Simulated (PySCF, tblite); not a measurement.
# C4H5F4O radical: geometry, infrared bands and EPR parameters

What infrared bands and EPR parameters should C4H5F4O radical (`FCOC[CH]C(F)(F)F`) show?

The runs use tblite 0.8.0 and PySCF 2.14.0, with density-fitted response routines of our own; the level of theory stands in each step. All values are computed, except where a source is named. Atoms count from 0, in the outputs and in this text.

### Step 1. The molecule as given

14 atoms, charge 0, multiplicity 2; geometry from: force field or distance geometry start.

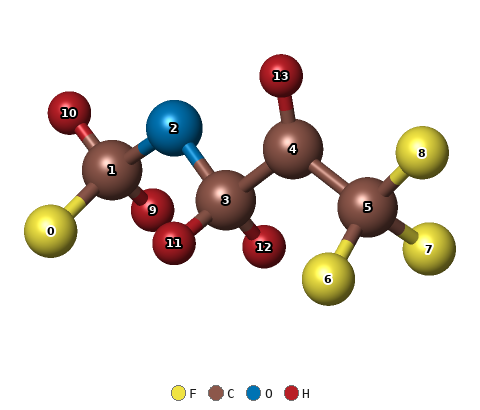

The starting geometry (fluorine yellow, carbon brown, oxygen blue, hydrogen red), atoms numbered.

### Step 2. Optimising the geometry with GFN2-xTB

Job settings and geometry (Å):

```
{"job": {"kind": "relax", "xc": "GFN2-xTB", "basis": "xTB"}, "charge": 0, "multiplicity": 2}
F     -2.515200    -1.479200     0.119500
C     -2.497800    -0.145200    -0.168400
O     -1.312800     0.394500     0.430800
C     -0.153100    -0.250600    -0.053500
C      1.003400     0.453000     0.538300
C      2.331100     0.136400     0.000000
F      2.618200    -1.179200     0.112100
F      2.448900     0.461700    -1.304500
F      3.312700     0.808800     0.661300
H     -2.503000    -0.005700    -1.238800
H     -3.376100     0.321000     0.282200
H     -0.155300    -1.304400     0.289900
H     -0.126100    -0.217200    -1.129300
H      0.924200     1.028400     1.438200
```

Launch:

```sh
> OMP_NUM_THREADS=1 python probes_run.py task.json out
```

The driver reads the jobs from task.json and runs them one after another.

The program printed:

```text
step      E/eV     max force
  0    -926.05575    1.944
  1    -926.15826    0.451
  2    -926.17260    0.297
  3    -926.18306    0.314
  4    -926.19314    0.235
  5    -926.19640    0.130
  6    -926.19865    0.118
  7    -926.20012    0.108
  8    -926.20147    0.093
  9    -926.20269    0.089
 10    -926.20414    0.102
 11    -926.20570    0.128
 12    -926.20705    0.141
 13    -926.20808    0.127
 14    -926.20912    0.103
 15    -926.21037    0.093
 16    -926.21159    0.090
 17    -926.21230    0.065
 18    -926.21267    0.046
 19    -926.21303    0.059
 20    -926.21353    0.076
 21    -926.21411    0.066
 22    -926.21460    0.047
 23    -926.21492    0.039
 24    -926.21514    0.037
 25    -926.21530    0.026
 26    -926.21539    0.018
 27    -926.21544    0.021
 28    -926.21548    0.023
 29    -926.21554    0.023
 30    -926.21562    0.022
 31    -926.21568    0.021
 32    -926.21573    0.021
 33    -926.21577    0.024
 34    -926.21583    0.024
 35    -926.21593    0.028
 36    -926.21606    0.032
 37    -926.21617    0.022
 38    -926.21623    0.016
 39    -926.21626    0.013
 40    -926.21629    0.018
 41    -926.21632    0.017
 42    -926.21635    0.015
 43    -926.21639    0.015
 44    -926.21642    0.016
 45    -926.21647    0.021
 46    -926.21653    0.018
 47    -926.21658    0.017
 48    -926.21663    0.019
 49    -926.21669    0.021
 50    -926.21675    0.020
 51    -926.21680    0.015
 52    -926.21683    0.012
 53    -926.21685    0.012
 54    -926.21687    0.016
 55    -926.21689    0.016
 56    -926.21693    0.016
 57    -926.21696    0.017
 58    -926.21701    0.016
 59    -926.21707    0.022
 60    -926.21712    0.021
 61    -926.21716    0.013
 62    -926.21717    0.012
 63    -926.21718    0.011
 64    -926.21720    0.010
```

Wall time 0.28 s (1 thread of Arm Neoverse V2, shared host).

The steps of the relaxation: (not every step is listed)

```
step  energy from step 0 (eV)  largest force (eV/Å)
   0                   0.0000                1.9436
   1                  -0.1025                0.4513
   2                  -0.1168                0.2972
   3                  -0.1273                0.3141
   4                  -0.1374                0.2355
   5                  -0.1407                0.1302
   6                  -0.1429                0.1183
   7                  -0.1444                0.1082
   8                  -0.1457                0.0927
  13                  -0.1523                0.1275
  18                  -0.1569                0.0459
  23                  -0.1592                0.0394
  28                  -0.1597                0.0229
  33                  -0.1600                0.0236
  38                  -0.1605                0.0158
  43                  -0.1606                0.0145
  48                  -0.1609                0.0194
  53                  -0.1611                0.0122
  58                  -0.1613                0.0158
  59                  -0.1613                0.0219
  60                  -0.1614                0.0213
  61                  -0.1614                0.0126
  62                  -0.1614                0.0122
  63                  -0.1614                0.0114
  64                  -0.1615                0.0096
```

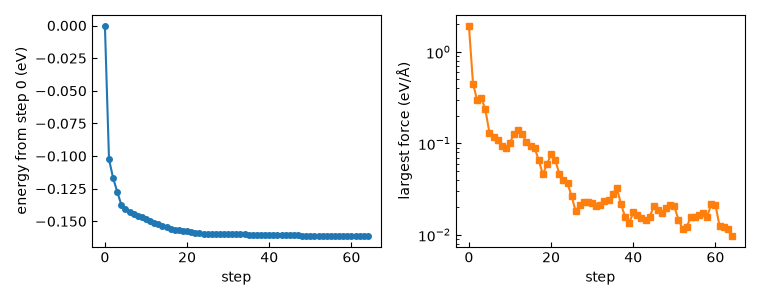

Energy and force, step by step.

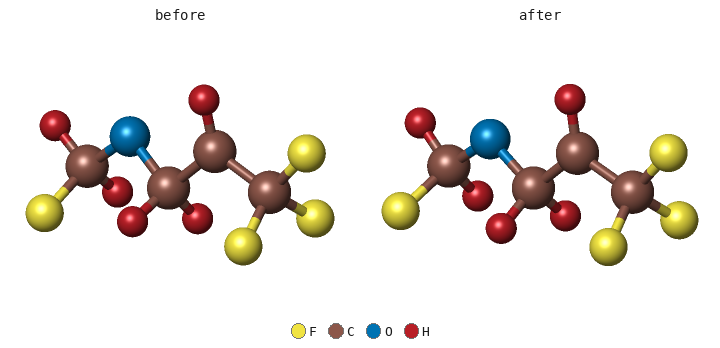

Before and after, at one scale.

Close pairs (by a distance rule), those that changed most:

```
  bond  before (Å)  after (Å)  change (Å)
 C1–O2       1.433      1.368      -0.065
C3–H12       1.077      1.108      +0.032
 C5–F8       1.361      1.334      -0.027
 C1–H9       1.079      1.104      +0.024
 F0–C1       1.365      1.375      +0.010
 C3–C4       1.477      1.467      -0.010
 C5–F7       1.350      1.357      +0.008
 C5–F6       1.351      1.356      +0.005
```

The final coordinates are the input of the step that follows.

### Step 3. Vibrational analysis with GFN2-xTB

Job settings and geometry (Å):

```
{"job": {"kind": "ir", "xc": "GFN2-xTB", "basis": "xTB"}, "charge": 0, "multiplicity": 2}
F     -2.656387    -1.494781     0.187846
C     -2.494828    -0.163086    -0.115225
O     -1.347524     0.333070     0.440922
C     -0.157015    -0.216681    -0.082223
C      1.006696     0.423173     0.541268
C      2.361150     0.126974     0.047685
F      2.688929    -1.185872     0.138586
F      2.518508     0.422378    -1.267755
F      3.306063     0.802143     0.705033
H     -2.505969    -0.103674    -1.217161
H     -3.338239     0.376401     0.327039
H     -0.137523    -1.311157     0.099593
H     -0.128164    -0.096140    -1.183617
H      0.883624     1.109585     1.355843
```

The program printed:

```text
mode    cm-1     km/mol
  1      16.9      1.90
  2      44.6      4.96
  3      70.3      2.49
  4      93.2      2.07
  5     160.0     14.20
  6     272.8      1.80
  7     295.0      4.27
  8     304.2     23.44
  9     386.8      4.36
 10     402.0     13.13
 11     498.6     15.16
 12     509.1     17.01
 13     570.0     20.42
 14     605.9     26.79
 15     839.3     53.09
 16     889.7      4.72
 17     948.8    259.40
 18     960.3    208.69
 19     976.1     57.98
 20    1043.2     91.20
 21    1096.4    197.24
 22    1111.0    361.50
 23    1131.3      0.26
 24    1148.5     16.71
 25    1168.1      3.90
 26    1231.4      8.66
 27    1279.3     77.53
 28    1321.5     17.25
 29    1352.0     27.95
 30    1405.0     38.36
 31    1421.3      1.15
 32    2728.7      4.78
 33    2789.1     16.09
 34    2851.7     52.02
 35    2968.1     10.51
 36    3171.5      3.06
```

Wall time 0.31 s (1 thread of Arm Neoverse V2, shared host).

The strongest bands and the atoms that carry them (share of the mass-weighted mode):

```
cm⁻¹  km/mol                                 atoms
 839    53.1             C4 27 %, F6 24 %, F7 23 %
 949   259.4             C5 69 %, F6 12 %, F7 11 %
 960   208.7             C1 43 %, F0 27 %, C3 11 %
 976    58.0   C1 29 %, C3 19 %, H10 13 %, O2 10 %
1043    91.2                      C5 37 %, C4 10 %
1096   197.2   C5 24 %, C1 17 %, H13 14 %, O2 11 %
1111   361.5             O2 32 %, C1 24 %, C5 17 %
1279    77.5  H11 25 %, H12 24 %, C4 20 %, C5 13 %
```

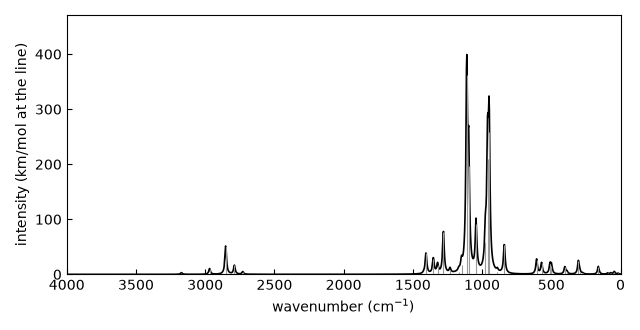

The infrared spectrum from these modes, unscaled. Lines are broadened to a width of 14 cm⁻¹ (Lorentzian).

### Step 4. EPR parameters: B3LYP/pcH-1

The job, as its differences from that of step 3:

```diff
@@ -1,2 +1,2 @@
-{"job": {"kind": "ir", "xc": "GFN2-xTB", "basis": "xTB"}, "charge": 0, "multiplicity": 2}
+{"job": {"kind": "epr", "basis": "pcH-1"}, "charge": 0, "multiplicity": 2}
 F     -2.656387    -1.494781     0.187846
```

Level: UKS B3LYP, pcH-1 on C F H O, non-relativistic, mean-field spin-orbit, GIAO.

The program printed:

```text
UKS, coarse grid
  cycle   1  E = -629.78582895  |g| = 8.23e-01
  cycle   2  E = -629.49127245  |g| = 1.31e+00
  cycle   3  E = -629.99747111  |g| = 5.37e-02
  cycle   4  E = -629.99805763  |g| = 4.08e-02
  cycle   5  E = -629.99863747  |g| = 9.78e-03
  cycle   6  E = -629.99866566  |g| = 3.82e-03
  cycle   7  E = -629.99867229  |g| = 1.07e-03
  cycle   8  E = -629.99867298  |g| = 6.10e-04
UKS, final grid
  cycle   1  E = -629.99868124  |g| = 8.45e-04
  cycle   2  E = -629.99868094  |g| = 1.31e-03
  cycle   3  E = -629.99868146  |g| = 6.75e-05
  cycle   4  E = -629.99868146  |g| = 1.99e-05
E = -629.99868146 Eh   <S^2> = 0.7536 (exact 0.7500)
g shifts (ppm)      1          2          3
  rmc          -162       -162       -162
  gc             64         15         23
  oz_so         -70        339        684
  total        -169        191        544
hyperfine (MHz)  atom isotope    a_iso     a_fc   dipolar eigenvalues
    0   19F       2.41       2.41     -3.19     -2.87      6.06
    1   13C      -1.24      -1.24     -0.35     -0.21      0.56
    2   17O       1.47       1.47     -1.60      0.54      1.06
    3   13C     -37.59     -37.59     -2.90      1.08      1.82
    4   13C      85.57      85.57    -81.62    -81.26    162.88
    5   13C     -40.39     -40.39     -3.31      1.35      1.96
    6   19F      96.62      96.62    -63.29    -60.71    124.00
    7   19F      90.17      90.17    -62.78    -60.41    123.20
    8   19F      -2.99      -2.99    -18.99     -9.93     28.91
    9    1H       0.03       0.03     -1.29     -1.16      2.45
   10    1H       0.70       0.70     -0.85     -0.80      1.65
   11    1H     142.20     142.20     -5.95     -3.05      9.01
   12    1H     111.98     111.98     -5.17     -3.94      9.12
   13    1H     -66.89     -66.89    -38.74     -1.09     39.83
```

Wall time 74 s (1 thread of Arm Neoverse V2, shared host); peak memory 1 GiB.

Principal g values 2.00215, 2.00251, 2.00286; g(iso) = 2.00251, against 2.00232 for a free electron.

Mean a(iso) over the nuclei that a row names, and the largest dipolar term of the row (other rows stand at the frozen geometry):

```
    nuclei  isotope  a(iso) (MHz)  a(iso) (G, at g = 2.0023)  largest dipolar term (MHz)
  H11, H12       1H         127.1                       45.3                         9.1
        C4      13C          85.6                       30.5                       162.9
       H13       1H         -66.9                      -23.9                        39.8
F6, F7, F8      19F          61.3                       21.9                       124.0
        C5      13C         -40.4                      -14.4                        -3.3
        C3      13C         -37.6                      -13.4                        -2.9
        F0      19F           2.4                        0.9                         6.1
        O2      17O           1.5                        0.5                        -1.6
        C1      13C          -1.2                       -0.4                         0.6
   H9, H10       1H           0.4                        0.1                         2.4
```

Mulliken spin populations:

F0 0.00; C1 0.00; O2 0.00; C3 -0.08; C4 1.00; C5 -0.03; F6 0.02; F7 0.02; F8 0.00; H9 0.00; H10 0.00; H11 0.05; H12 0.04; H13 -0.04

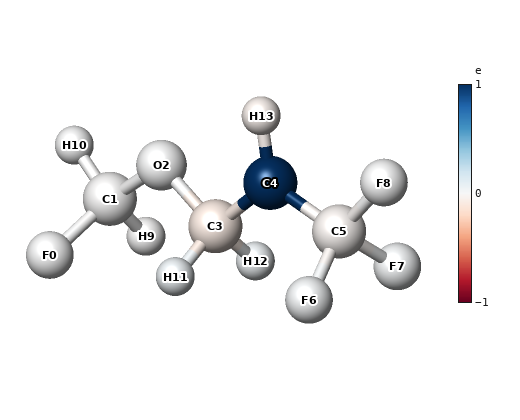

Mulliken spin populations, as colours on the atoms.

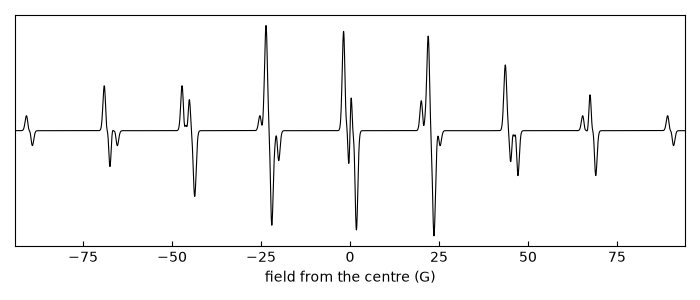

First-order isotropic spectrum (first derivative, main isotopes with spin only, couplings over 0.8 MHz, Gaussian width 0.5 G; couplings of the frozen geometry, rotation of groups not averaged beyond the rows shown).

Orbitals, density, ELF and potential are computed afterwards from the orbital file.

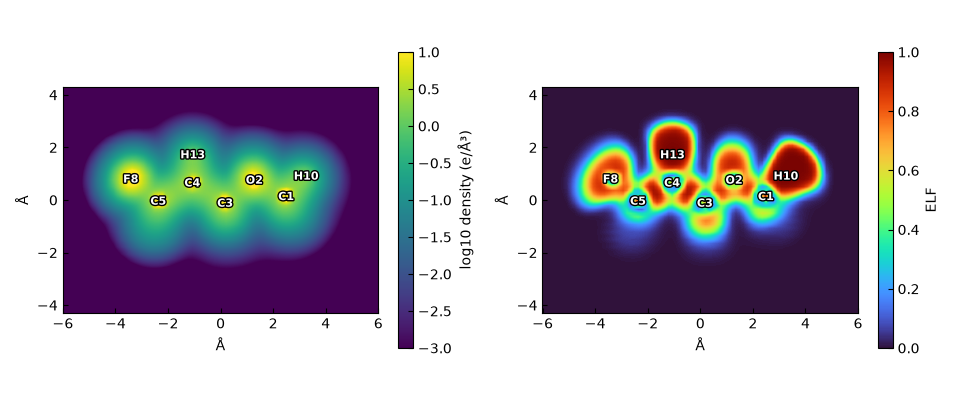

Density (left) and ELF (right) in a plane through or near 8 of the atoms.

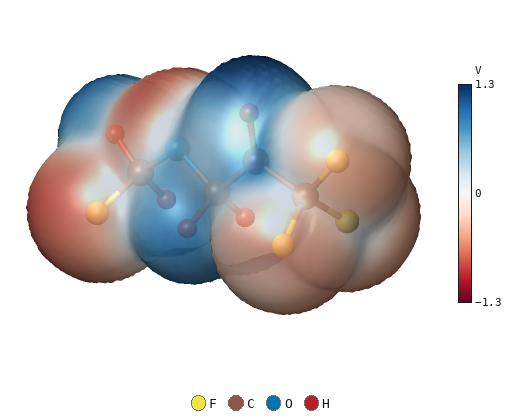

Electrostatic potential on the surface of density 0.002 e/bohr³; red is low, blue high. It runs from -0.79 V near F0 to 1.30 V near H13.

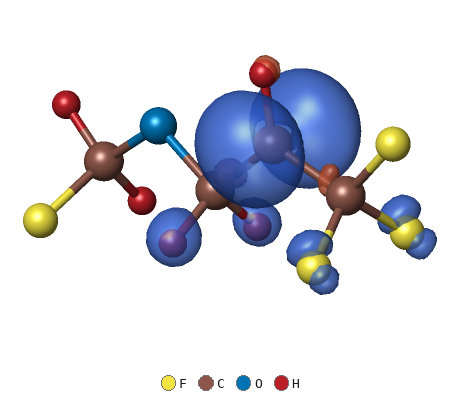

Spin density at ±0.04 e/Å³ (alpha excess blue, beta excess red).

### Step 5. What came out

| quantity | value |
| --- | --- |
| strongest single infrared mode (GFN2-xTB) | 1111 cm⁻¹, 362 km/mol |
| zero-point energy (GFN2-xTB) | 54.4 kcal/mol |
| g(iso) (B3LYP) | 2.00251 |
| ⟨S²⟩ | 0.754 (exact 0.75) |
| largest a(iso) (averaged by class) | 1H on H11, H12, 127.1 MHz |
| potential on the surface of density 0.002 e/bohr³, 1st and 99th percentile | -0.79 V and 1.30 V |

Over 64 steps the energy fell by 0.161 eV; of the close pairs, C1–O2 changed most, 1.433 to 1.368 Å. No mode is imaginary among the 36: a minimum at this level. The strongest single mode, at 1111 cm⁻¹, is spread over several atoms, O2, C1, C5 among them. GFN2-xTB is a fitted tight-binding method: band positions and strengths are rough. Its intensities can rank the bands wrongly. Most of the unpaired spin sits on C4 (1.00 e). The isotropic g lies 0.2 ppt above the free-electron value. These values are for one conformer; the search (at its own cheap level) found 2 more, at 0.26, 1.45 kcal/mol, and measured spectra average over such forms.
